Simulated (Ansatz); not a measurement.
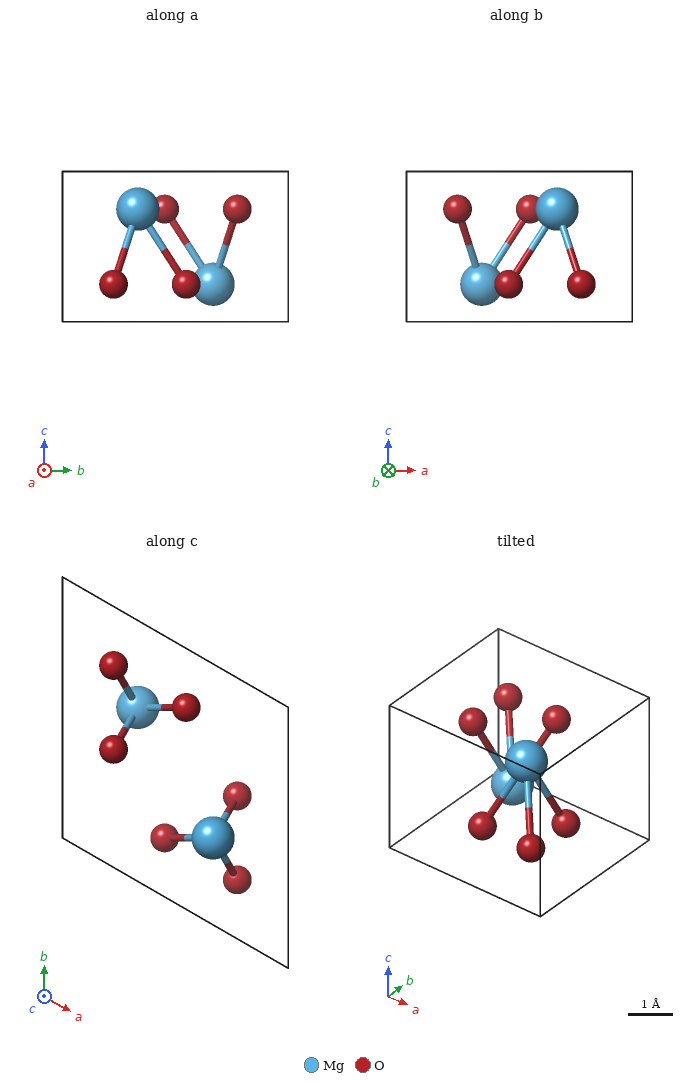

View along the a axis, along the b axis, along the c axis and slightly off an axis, drawn as a ball-and-stick model. The edges of the conventional unit cell are marked.

Lattice parameters: a = 6.034 Å, b = 6.034 Å, c = 3.477 Å, α = 90.00°, β = 90.00°, γ = 120.00°.

### Transcribe the picture into a table of Wyckoff sites, with free fractional coordinates to two decimals.

Space group P6_3/mmc (No. 194).
```json
{"atom": "Mg", "site": "2c", "x": "0.3333", "y": "0.6667", "z": "0.25"}
{"atom": "O", "site": "6h", "x": "0.77", "y": "0.55", "z": "0.25"}
```

It goes back to a structure type filled with these elements by a generator (whether the compound takes this form wasn't checked). Earlier steps of the study may have refined or changed the cell and positions. It was run through Ansatz as a DFT input.
